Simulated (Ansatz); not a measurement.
A series of calculations on CH₆Sn

Part 1: Relaxation

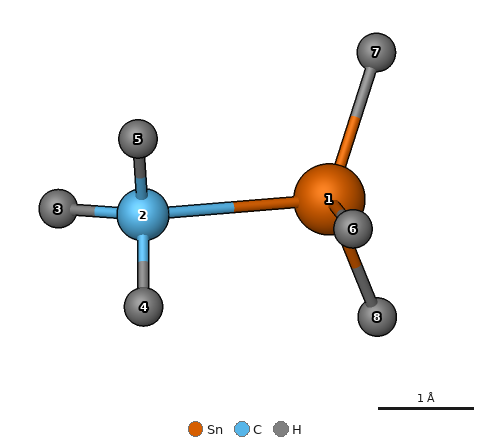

Starting structure of CH₆Sn. A ball-and-stick model, seen at a tilt.

The run prepares an end point of a later path (reaction) calculation, from a guessed geometry.

All numbers below come from Ansatz, RKS B3LYP-D4/def2-SVP.

Input file:
```yaml
crystal:
  periodic: [false, false, false]
  atoms:
    - { symbol: Sn, position_ang: [0.227734, 0.001375, 0.041994] }
    - { symbol: C, position_ang: [1.059663, -0.019791, 2.016474] }
    - { symbol: H, position_ang: [0.408805, -0.150677, 2.894909] }
    - { symbol: H, position_ang: [1.799961, -0.832725, 1.990801] }
    - { symbol: H, position_ang: [1.597009, 0.936787, 2.112968] }
    - { symbol: H, position_ang: [1.931245, 0.122697, -0.177977] }
    - { symbol: H, position_ang: [-0.671705, 1.384528, -0.413729] }
    - { symbol: H, position_ang: [-0.494312, -1.442195, -0.527141] }
basis:
  gaussian: { orbitals: def2-SVP }
hamiltonian:
  xc: b3lyp
  dispersion: d4
relax:
  f_tol: 0.03
  max_steps: 50
```

Run as
```bash
ansatz run input.yaml --threads 1 --pin off --max-ram 2048MiB --backend cpu --events-out ev --progress --plain --runs-dir out
```

What does the optimiser find from here?

The energy falls by 62.8 kJ/mol in 6 geometry steps. The largest force component goes from 1.4 to 0.0023 eV/Å. The largest move after the best rigid fit is that of H6, 0.83 Å. Largest moves by element: H 0.83 Å, Sn 0.22 Å, C 0.09 Å. Near-neighbour distances that change, for instance: Sn1–C2 2.143 → 2.169 Å, Sn1–H7 1.712 → 1.722 Å. Bond angles that change, for instance: C2–Sn1–H6 74.6° → 110.2°, Sn1–C2–H3 120.5° → 109.8°, C2–Sn1–H8 117.5° → 110.1°.

The structure at the end:

```xyz
8

Sn    0.4455    0.0198    0.0312
C     1.0666   -0.0229    2.1094
H     0.1867   -0.1347    2.7592
H     1.7479   -0.8690    2.2794
H     1.5850    0.9124    2.3650
H     1.8194    0.1674   -0.9966
H    -0.6011    1.3591   -0.2446
H    -0.3916   -1.4321   -0.3648
```

After the run, drawn alike:

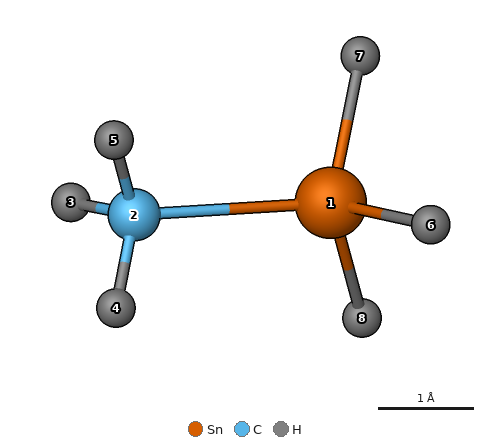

Part 2: Relaxation

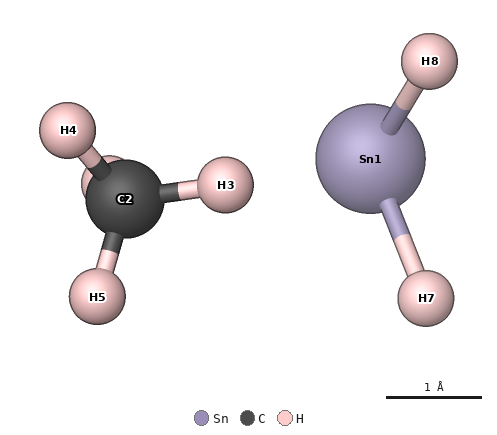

Starting structure of CH6Sn. Style: ball-and-stick. Shown at a tilt.

The run prepares an end point of a later path (reaction) calculation, from a guessed geometry.

The calculation used RKS B3LYP-D4/def2-SVP (Ansatz 0.2.0).

Input file:
```yaml
crystal:
  periodic: [false, false, false]
  atoms:
    - { symbol: Sn, position_ang: [-0.083851, -0.031811, -1.02752] }
    - { symbol: C, position_ang: [1.601677, 0.022228, 1.86601] }
    - { symbol: H, position_ang: [0.529482, -0.194743, 1.731795] }
    - { symbol: H, position_ang: [2.039694, -0.785341, 2.465698] }
    - { symbol: H, position_ang: [1.704842, 0.983043, 2.386218] }
    - { symbol: H, position_ang: [2.133388, 0.075722, 0.898149] }
    - { symbol: H, position_ang: [-1.035754, 1.237089, -0.190803] }
    - { symbol: H, position_ang: [-1.031079, -1.306188, -0.191247] }
basis:
  gaussian: { orbitals: def2-SVP }
hamiltonian:
  xc: b3lyp
  dispersion: d4
relax:
  f_tol: 0.03
  max_steps: 50
output:
  orbitals: {}
```

Launched with:
```bash
ansatz run input.yaml --threads 1 --pin off --max-ram 2048MiB --backend cpu --events-out ev --progress --plain --runs-dir out
```

Question: Predict the outcome.

Answer: The largest move after the best rigid fit is that of H6, 0.17 Å. By element the largest moves are H 0.17 Å, Sn 0.09 Å, C 0.06 Å. Some distances before and after: Sn1–C2 3.349 → 3.237 Å. After 4 accepted moves (5 points after the start) the energy has fallen by 0.12 kcal/mol. Largest force component: 0.15 eV/Å at the start, 0.008 eV/Å at the end. The line search rejected the trial step at point 1 of the run. The run took 9.5 s on 1 thread of AMD EPYC 9R45 96-Core Processor (Zen 5), on a shared host, peak memory 0.14 GiB.

Step by step:

```
step  E − E(0), kcal/mol  largest force component, eV/Å      note
   0                0.00                         0.1519          
   1                0.19                         0.1470  rejected
   2               -0.10                         0.0640          
   3               -0.11                         0.0589          
   4               -0.12                         0.0370          
   5               -0.12                         0.0080
```

Final geometry:

```xyz
8

Sn   -0.0030   -0.0504   -0.9922
C     1.5471    0.0264    1.8489
H     0.4628   -0.1617    1.8215
H     2.0412   -0.8093    2.3635
H     1.7323    0.9700    2.3798
H     1.9797    0.1078    0.8357
H    -0.9455    1.2292   -0.1682
H    -0.9562   -1.3120   -0.1508
```

The end point in the same view:

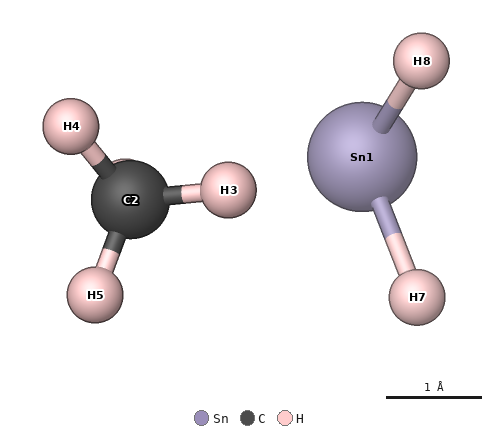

Limits of the set-up: the start holds two separate molecules, 2.7 Å apart at their closest, whose relative position is a soft coordinate.

Part 3: Path

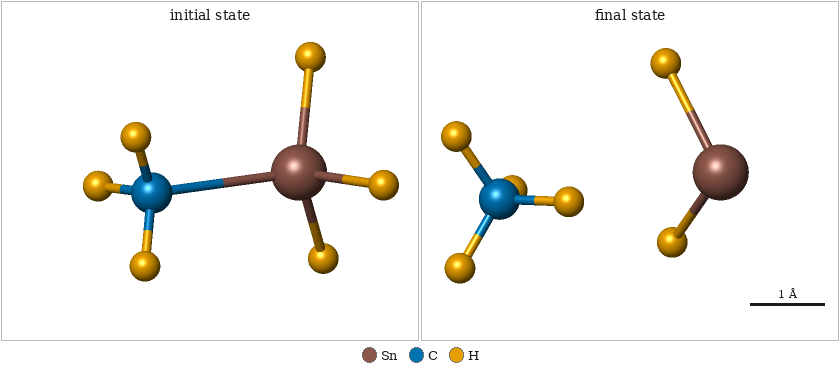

The two relaxed end points of a path for CH6Sn. Style: ball-and-stick. Shown at a tilt.

Theory: Ansatz, RKS B3LYP-D4/def2-SVP.

Run with 5 movable images; climbing image; force threshold 0.05 eV/Å; iteration limit 60.

Start:
```xyz
8

Sn    0.4485    0.0193    0.0303
C     1.0631   -0.0223    2.1105
H     0.1812   -0.1338    2.7576
H     1.7439   -0.8683    2.2830
H     1.5806    0.9132    2.3672
H     1.8256    0.1664   -0.9933
H    -0.5972    1.3584   -0.2495
H    -0.3874   -1.4328   -0.3676
```

End:
```xyz
8

Sn    0.0486   -0.0288   -1.0110
C     1.5246    0.0223    1.8699
H     0.4435   -0.1768    1.8119
H     2.0145   -0.8157    2.3848
H     1.6859    0.9598    2.4191
H     1.9820    0.1232    0.8694
H    -0.9286    1.2286   -0.1930
H    -0.9121   -1.3126   -0.2128
```

### Predict the minimum-energy path and its barrier.

The highest point, image 3, lies 218.9 kJ/mol above the start and 202.4 kJ/mol above the end; the end is at +16.5 kJ/mol relative to the start. Breaking: Sn1–C2 (2.17 → 2.55 at the top → 3.24 Å), Sn1–H6 (1.72 → 1.72 at the top → 2.70 Å). Forming: C2–H6 (3.20 → 1.85 at the top → 1.10 Å). The band converged in 17 iterations, with a climbing image at the top.

Energies of the converged images:

```csv
image,path (Å),E (kJ/mol)
0,0.00,0.0
1,0.54,22.0
2,1.07,121.2
3,1.61,218.9
4,2.14,100.9
5,2.68,19.7
6,3.22,16.5
```

The geometry at the top of the path:

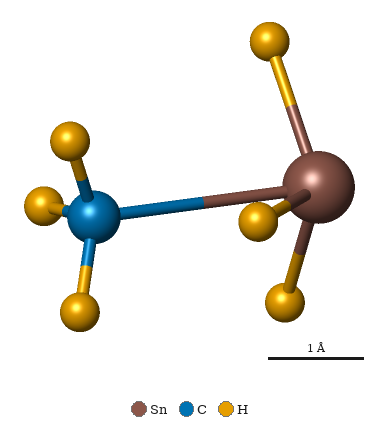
